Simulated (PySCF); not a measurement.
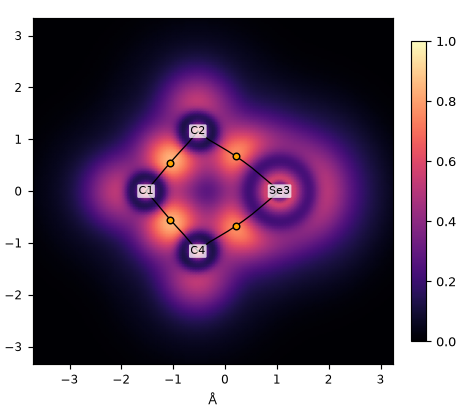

C3H6Se, charge +1, doublet, SMILES `C1C[Se+]C1`. Localised orbital locator (LOL) in the plane of C1, C2, Se3 and C4, with bond paths and bond critical points (dots).

Computed with PySCF, HF/cc-pVDZ, geometry: GFN2-xTB. No frequency check shows the geometry to be a minimum. The stability of the open-shell solution wasn't checked. GFN2-xTB bond lengths at metals and heavier atoms can be off by up to 0.1 Å and shapes distorted, which carries into these values. GFN2-xTB doesn't know the spin state, so this open-shell geometry is rough.

Cartesian coordinates (Å):

```
C1      -1.7603   -0.0000   -0.0002
C2      -0.7624    1.1562    0.0001
Se3      0.8146    0.0000   -0.0000
C4      -0.7624   -1.1562    0.0001
H5      -2.4096   -0.0000    0.8760
H6      -2.4097    0.0000   -0.8756
H7      -0.7915    1.7997    0.8815
H8      -0.7917    1.7997   -0.8813
H9      -0.7914   -1.7998    0.8815
H10     -0.7916   -1.7997   -0.8813
```

Question: What values does LOL take at the bond critical points in this plane?

Answer: C1–C4 and C1–C2: about 0.84; C2–Se3 and Se3–C4: about 0.75. Values above 0.5 mark slow, localised electrons, as in shared pairs; low values at a critical point mark a polar or closed-shell contact whose critical point lies between the shells.

Question: Where along C2–Se3 does the critical point lie?

Answer: 0.88 Å from C2 and 1.08 Å from Se3.
